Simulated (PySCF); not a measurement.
# C4HF3 (triplet): what the fields show

```tsv
atom	x (Å)	y (Å)	z (Å)
C	2.2116	0.5603	-0.9846
C	1.1072	0.2819	-0.4549
C	-0.0059	-0.0007	0.0809
C	-1.2664	-0.3205	0.6904
F	-2.0778	0.7526	0.8020
F	-1.9620	-1.2435	-0.0071
F	-1.1308	-0.8186	1.9379
H	3.1331	0.7980	-1.4248
```

Geometry: GFN2-xTB; ⟨S²⟩ = 2.05, above the pure value of 2.00.

Method: UKS B3LYP, pcH-1 on C F H, non-relativistic, mean-field spin-orbit, GIAO in PySCF.

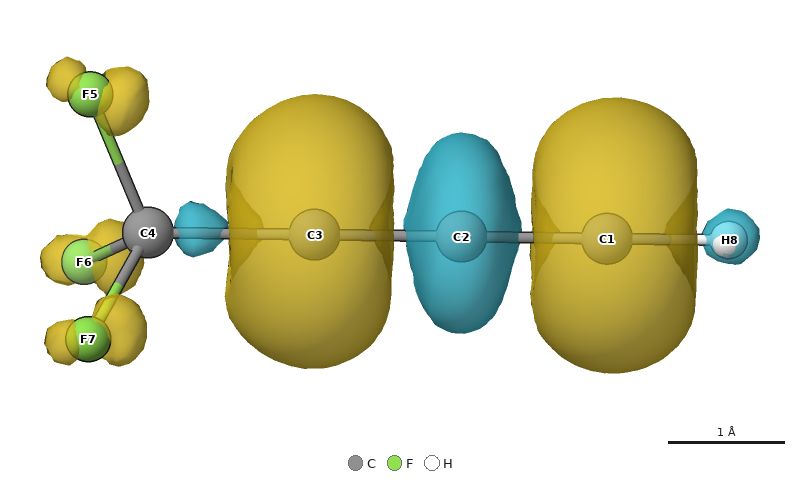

Figure 1. Isosurfaces of the spin density (α minus β) at +0.05 (yellow) and −0.05 e/Å³ (cyan), seen at a tilt.

Question: Describe the spin distribution.

Answer: The unpaired spin (2 electrons) lies mostly on C1 (about 0.9) and C3 (about 0.8), in electrons by Hirshfeld's partition.

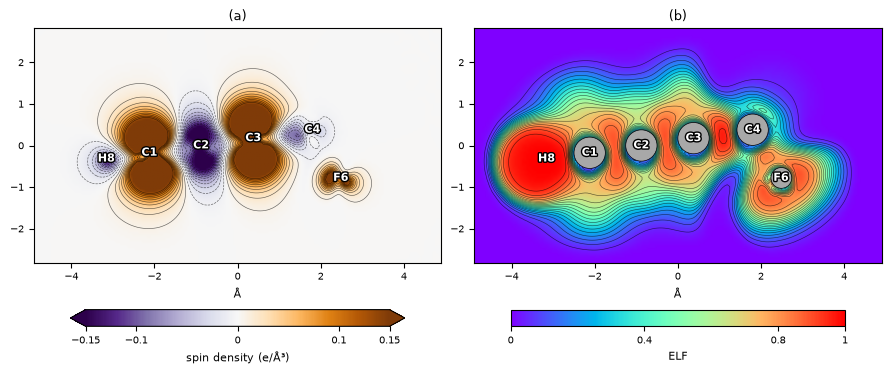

Figure 2. (a) spin density; (b) ELF on the plane of atoms C3, C4 and F6. Grey discs cover the atomic cores in the ELF map.

Question: Describe what can be read from this map.

Answer:
- The section cuts through C, F and H sites.
- C–C (1.26 Å): the ELF peaks at about 0.90 between the atoms; a short, multiple covalent bond.
- C–F (1.35 Å): the ELF peaks at about 0.85 between the atoms; a polar covalent bond.
- C–H (1.05 Å): the ELF climbs to about 1 towards the hydrogen, as it does in any bond to H (an ordinary covalent bond to hydrogen).
- C–C (1.44 Å): the ELF peaks at about 0.95 between the atoms: a covalent bond.
- The ELF also peaks beside F6, away from the bonds: non-bonding electrons, paired or unpaired.

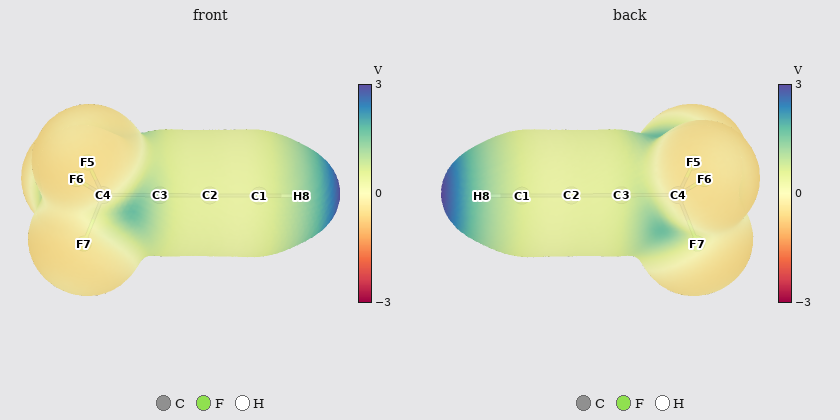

Figure 3. The electrostatic potential painted on the density surface at 0.004 e/bohr³, seen from the front and from behind; the colour scale runs from red (negative) to blue (positive).

Question: Where is the surface potential most negative and most positive?

Answer: The most negative region (about −0.6 V, or −14 kcal/mol for a unit charge) lies over F5, F6 and F7, the most positive (about +2.9 V, or +67 kcal/mol for a unit charge) over H8.
